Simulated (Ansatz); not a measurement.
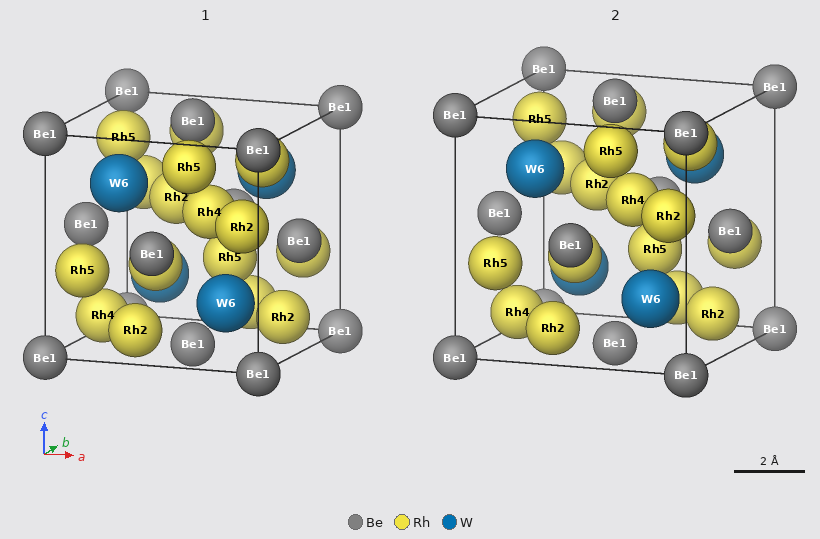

Two geometries of a crystal of BeRh4W (built on the HoCdCu4 type) (coarse preliminary run), drawn at one scale. One is the start of a relaxation, the other its converged end. A spheres-only model of the conventional cell (4 times the calculation's cell), seen slightly off an axis. Lengths and directions refer to the drawn axes.

The calculation used DFT PBE, scalar-relativistic, plane waves, PAW in Ansatz 0.2.0. Set-up: plane-wave cutoff 420 eV; k-point mesh 4 × 4 × 4; occupations gaussian; smearing width 0.1 eV; no spin polarisation; cell and atoms relaxed; force threshold 0.04 eV/Å; at most 70 steps.

Question: Which geometry has the lower energy?

Answer: Structure 2 is the relaxed one. Case: HoCdCu4 type (F-43m, No. 216). After 5 accepted moves (7 points after the start) the energy has fallen by 742 meV per atom. The largest force component goes from 0.2 to 0.0013 eV/Å. Pressure: 94.50 GPa at the start and 0.02 GPa at the end. At 2 points the geometry stayed and the basis and grid were re-selected for the new cell (energy shift of 5.3 meV per atom at most each time). The atoms keep their places relative to the cell (all moves are under 0.005 Å). Cell: a = b = c 6.541 → 7.082 Å (+8.3 %). Volume +26.9 %. Some distances before and after: Be–W 2.832 → 3.067 Å, Be–Rh 2.710 → 2.935 Å, Rh–W 2.713 → 2.937 Å, Rh–Rh 2.298 → 2.494 Å. The space group stays F-43m (No. 216).
